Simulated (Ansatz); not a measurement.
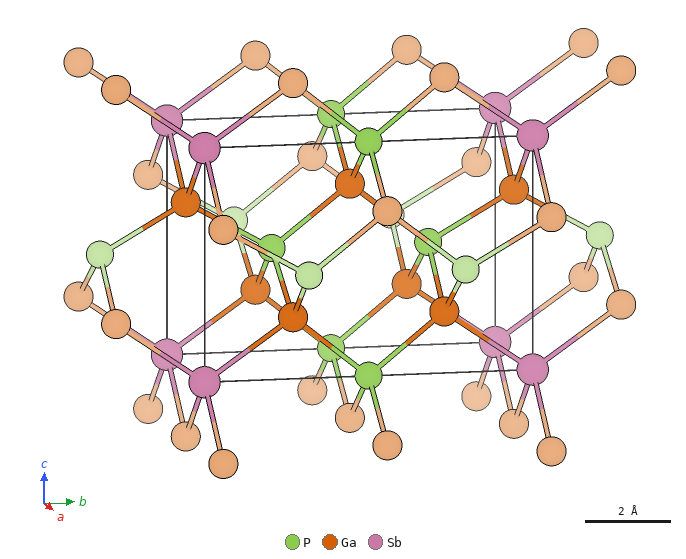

The crystal in a ball-and-stick representation, seen slightly off an axis. One conventional unit cell is framed, with atoms on its boundary repeated. Bonds that leave the box are completed with the atoms at their other ends, in fainter colours.

Ga$_{4}$SbP$_{3}$, space group Pmm2 (No. 25), a = 3.973 Å, b = 7.954 Å, c = 5.610 Å, α = 90.00°, β = 90.00°, γ = 90.00°. Provenance: a structure type filled with these elements by a generator (whether the compound takes this form wasn't checked). Earlier steps of the study, as a rule a relaxation of our own, may have changed the cell and positions, so they can lie some per cent off the listed ones. Ansatz was used for an electronic-structure calculation on it.

This one geometry was computed with Ansatz (DFT, plane waves, PAW) at five levels of theory: PBE with spin-orbit coupling, r2SCAN, PBE, PBE0 and HSE06. It was relaxed beforehand with r2SCAN.

> Which level gives the highest pressure at this volume, and what does that say about its equilibrium volume?

Highest: PBE with spin-orbit coupling (2.3 GPa) and PBE (2.3 GPa), which points to the largest equilibrium volume. Lowest, with the smallest volume: r2SCAN (0.0 GPa) and PBE0 (0.3 GPa). Levels within 0.5 GPa of each other can't be told apart.

> How does the band gap change with the level of theory?

PBE with spin-orbit coupling: a gap of 0.50 eV, direct; PBE: a gap of 0.52 eV, indirect; r2SCAN: a gap of 0.85 eV, indirect; HSE06: a gap of 1.22 eV, indirect; PBE0: a gap of 1.87 eV, indirect.

> Collect the results in a table.

| level | cutoff (eV) | k-mesh of the run's cell | gap (eV) | pressure (GPa) |
| --- | --- | --- | --- | --- |
| PBE with spin-orbit coupling | 420 | 6×4×4 | 0.50 | 2.3 |
| r2SCAN | 500 | 6×4×4 | 0.85 | 0.0 |
| PBE | 420 | 6×4×4 | 0.52 | 2.3 |
| PBE0 | 420 | 4×2×4 | 1.87 | 0.3 |
| HSE06 | 420 | 4×2×4 | 1.22 | 0.6 |

Gaps are taken on the k-mesh or band path of each run.
